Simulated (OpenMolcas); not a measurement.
# BSiH5: single-point calculation (part 1 of 2)

System: BSiH5 (BH2(SiH3)).
Method: CASPT2/ANO-RCC-VDZ, DKH2 (OpenMolcas 26.06).

The geometry comes from this level: GFN2-xTB.

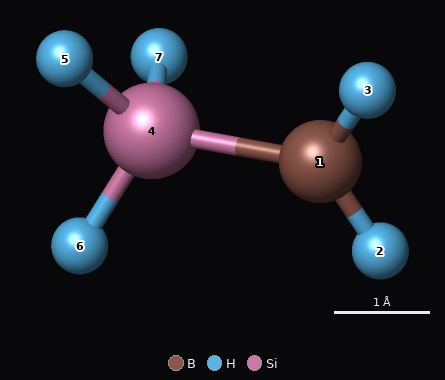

**Figure 1.** The structure (ball-and-stick view, seen at a tilt; atoms are numbered from 1 in the order of the input).

Results in brief:

```tsv
quantity	value
outcome	converged
total energy	−317.155147 hartree
CASSCF energy	−317.057641 hartree
basis functions	32
hardware	1 thread of Arm Neoverse V1, 24 GiB of memory available, shared host
wall time	2.4 s
peak memory	0.085 GiB
```

Notes:

Settings chosen away from the usual ones: rsolver set to Tight (from default).

Input file:
```
* BH5Si CASPT2

&GATEWAY
 Coord
 input.xyz
 Basis
 ANO-RCC-VDZ
 Group
 NoSym
 RICD

&SEWARD

&RASSCF
 FileOrb
 $CurrDir/step2.RasOrb
 Spin
 1
 Nactel
 2 0 0
 Inactive
 11
 Ras2
 2
 Tight
 1e-8 1e-5
 OrbListing
 Few
 OrbAppear
 Compact

&CASPT2
 IPEA
 0
 Sig1
 0.2
```

File input.xyz:
```
7

B      0.595540     1.038560     0.005960
H      1.765140     1.076930     0.027400
H      0.039220     2.066980    -0.048000
Si    -0.377680    -0.657970     0.018400
H     -1.713750    -0.605710     0.632990
H      0.300530    -1.764180     0.713070
H     -0.608990    -1.154610    -1.349820
```

Launch command:
```bash
export MOLCAS_MEM=1860
pymolcas step8.inp > step8.log
```

Log:
```
--- Start Module: gateway ---

                                              &GATEWAY

                       available to each process: 1.9 GB of memory, 1 thread

++    Symmetry information:
      ---------------------

                    Character Table for C1

                             E
                    a        1  x, y, xy, Rz, z, xz, Ry, yz, Rx, I
--

++    Basis set information:
      ----------------------

      Basis set label: B.ANO-RCC...3S2P.

      Electronic valence basis set:
      ------------------
      Associated Effective Charge   5.000000 au
      Associated Actual Charge      5.000000 au
      Nuclear Model: Point charge

      Shell  nPrim  nBasis  Cartesian Spherical Contaminant
         s      14       3        X
         p       9       2        X

      Basis set label: H.ANO-RCC...2S.

      Electronic valence basis set:
      ------------------
      Associated Effective Charge   1.000000 au
      Associated Actual Charge      1.000000 au
      Nuclear Model: Point charge

      Shell  nPrim  nBasis  Cartesian Spherical Contaminant
         s       8       2        X

      Basis set label: SI.ANO-RCC...4S3P.

      Electronic valence basis set:
      ------------------
      Associated Effective Charge  14.000000 au
      Associated Actual Charge     14.000000 au
      Nuclear Model: Point charge

      Shell  nPrim  nBasis  Cartesian Spherical Contaminant
         s      17       4        X
         p      12       3        X

      Basis set label: H.ANO-RCC...2S.

      Electronic valence basis set:
      ------------------
      Associated Effective Charge   1.000000 au
      Associated Actual Charge      1.000000 au
      Nuclear Model: Point charge

      Shell  nPrim  nBasis  Cartesian Spherical Contaminant
         s       8       2        X
--

++    Molecular structure info:
      -------------------------

                    ************************************************
                    **** Cartesian Coordinates / bohr, angstrom ****
                    ************************************************

     Center  Label                x              y              z                     x              y              z
        1      B1               1.125407       1.962594       0.011263              0.595540       1.038560       0.005960
        2      H2               3.335631       2.035103       0.051778              1.765140       1.076930       0.027400
        3      H3               0.074115       3.906026      -0.090707              0.039220       2.066980      -0.048000
        4      SI4             -0.713712      -1.243383       0.034771             -0.377680      -0.657970       0.018400
        5      H5              -3.238518      -1.144626       1.196178             -1.713750      -0.605710       0.632990
        6      H6               0.567919      -3.333817       1.347507              0.300530      -1.764180       0.713070
        7      H7              -1.150824      -2.181897      -2.550790             -0.608990      -1.154610      -1.349820

                    ***************************************
                    *    InterNuclear Distances / bohr    *
                    ***************************************

               1 B1            2 H2            3 H3            4 SI4           5 H5            6 H6
    1 B1       0.000000
    2 H2       2.211784        0.000000
    3 H3       2.211909        3.762731        0.000000
    4 SI4      3.696106        5.210176        5.210838        0.000000
    5 H5       5.486592        7.391871        6.175654        2.780875        0.000000
    6 H6       5.490748        6.177738        7.397813        2.781325        4.393680        0.000000
    7 H7       5.377932        6.684664        6.679468        2.785139        4.412954        4.413357

               7 H7
    7 H7       0.000000

                    *******************************************
                    *    InterNuclear Distances / angstrom    *
                    *******************************************

               1 B1            2 H2            3 H3            4 SI4           5 H5            6 H6
    1 B1       0.000000
    2 H2       1.170426        0.000000
    3 H3       1.170492        1.991151        0.000000
    4 SI4      1.955895        2.757107        2.757457        0.000000
    5 H5       2.903379        3.911610        3.268015        1.471576        0.000000
    6 H6       2.905579        3.269118        3.914754        1.471814        2.325035        0.000000
    7 H7       2.845879        3.537372        3.534622        1.473832        2.335235        2.335448

               7 H7
    7 H7       0.000000

                    **************************************
                    *    Valence Bond Angles / degree    *
                    **************************************
                          Atom centers                 Phi
                      2 H2       1 B1       3 H3       116.55
                      5 H5       4 SI4      6 H6       104.36
                      5 H5       4 SI4      7 H7       104.90
                      6 H6       4 SI4      7 H7       104.90
--

            Nuclear Potential Energy             48.52013420 au

--- Stop Module: gateway /rc=_RC_ALL_IS_WELL_ ---

--- Start Module: seward ---

                                              &SEWARD

                       available to each process: 1.9 GB of memory, 1 thread

               SEWARD will generate:
                  Multipole Moment integrals up to order  2
                  Kinetic Energy integrals
                  Nuclear Attraction integrals (point charge)
                  One-Electron Hamiltonian integrals
                  Velocity integrals
                  Relativistic Douglas-Kroll-Hess integrals:
                    - Parametrization         : EXP
                    - DKH order of Hamiltonian: 2
                    - DKH order of Properties : 0
                         - multipole moment operators
                         - electric potential operators
                         - contact operators
                  Orbital angular momentum around ( -0.1815  -0.3158   0.0239 )
                  Velocity quadrupole around ( -0.1815  -0.3158   0.0239 )
                  Atomic mean-field integrals
                  RI decomposed two-electron repulsion integrals stored Cholesky style
                   - acCD auxiliary basis
                   - CD Threshold:   1.00E-04

                   Integrals are discarded if absolute value <: 1.00E-14
                   Integral cutoff threshold is set to       <: 1.00E-16

            Nuclear Potential Energy             48.52013420 au

      Basis set specifications :
      Symmetry species         a
      Basis functions           32

--- Stop Module: seward /rc=_RC_ALL_IS_WELL_ ---

--- Start Module: rasscf ---

                                              &RASSCF

                       available to each process: 1.9 GB of memory, 1 thread

      Header of the ONEINT file:
      --------------------------

      OrdInt status: non-squared

      Cartesian coordinates in angstrom:
      -----------------------------------------------------
      No.  Label        X            Y            Z
      -----------------------------------------------------
       1   B1         0.59554000   1.03856000   0.00596000
       2   H2         1.76514000   1.07693000   0.02740000
       3   H3         0.03922000   2.06698000  -0.04800000
       4   SI4       -0.37768000  -0.65797000   0.01840000
       5   H5        -1.71375000  -0.60571000   0.63299000
       6   H6         0.30053000  -1.76418000   0.71307000
       7   H7        -0.60899000  -1.15461000  -1.34982000
      -----------------------------------------------------
      Nuclear repulsion energy =   48.52013420

++    Wave function specifications:
      -----------------------------

      Number of closed shell electrons          22
      Number of electrons in active shells       2
      Max number of holes in RAS1 space          0
      Max nr of electrons in RAS3 space          0
      Number of inactive orbitals               11
      Number of active orbitals                  2
      Number of secondary orbitals              19
      Spin quantum number                      0.0
      State symmetry                             1
--

++    Orbital specifications:
      -----------------------

      Symmetry species                           1
                                                 a
      Frozen orbitals                            0
      Inactive orbitals                         11
      Active orbitals                            2
      RAS1 orbitals                              0
      RAS2 orbitals                              2
      RAS3 orbitals                              0
      Secondary orbitals                        19
      Deleted orbitals                           0
      Number of basis functions                 32
--

++    CI expansion specifications:
      ----------------------------

      Number of CSFs                             3
      Number of spin combinations                3
      Number of determinants                     4
      Number of root(s) required                 1
      Root chosen for geometry opt.              1
      CI root used                               1

      highest root included in the CI            1
      max. size of the explicit Hamiltonian      3
--

++    Optimization specifications:
      ----------------------------

      RASSCF algorithm: LK RI/DF
      Maximum number of macro iterations       200
      Maximum number of SX iterations          100
      Threshold for RASSCF energy            1.000E-08
      Threshold for max MO rotation          1.000E-01
      Threshold for max BLB element          1.000E-04
      Level shift parameter                  5.000E-01
      Make Quasi-Newton update
--

      The MO-coefficients are taken from the file:
      step2.RasOrb
      Title: RASSCF average (pseudo-natural) orbitals

      Total molecular charge    0.00

      ************************************************************************************************************************
      *                                            Wave function control section                                             *
      ************************************************************************************************************************

                                         RASSCF iterations: Energy and convergence statistics
                                         ----------------------------------------------------

          iter iter root      energy       change     param      element    value   shift minimum  type update hh:mm:ss
 Nr of preliminary CI iterations:   1
        1   1    4    1  -317.05764126    0.00E+00   2.98E-05    8  28 1  3.79E-06   0.00   0.00    SX    NO    0:00:00
        2   1    3    1  -317.05764126   -1.88E-10   1.85E-05   10  18 1  8.99E-07   0.00   0.00    SX    NO    0:00:00
        3   1    3    1  -317.05764126   -5.02E-11   1.16E-05   12  21 1 -3.78E-07   0.00   0.00    SX    NO    0:00:00
        4   1    2    1  -317.05764126   -1.82E-11   7.27E-06   12  26 1 -2.37E-07   0.00   0.00    SX    NO    0:00:00
      Convergence after  4 iterations
        5   1    2    1  -317.05764126   -6.20E-12   7.27E-06   12  26 1 -1.76E-07   0.00   0.00    SX    NO    0:00:00

      ************************************************************************************************************************
                                                      Wave function printout:
                       occupation of active orbitals, and spin coupling of open shells (u,d: Spin up or down)
      ************************************************************************************************************************

      Note: transformation to natural orbitals
      has been made, which may change the order of the CSFs.

      printout of CI-coefficients larger than  0.05 for root  1
      energy=    -317.057641
      conf/sym  11     Coeff  Weight
             1  20   0.99631 0.99264
             3  02  -0.08578 0.00736

      Natural orbitals and occupation numbers for root  1
      sym 1:   1.985283   0.014717
```
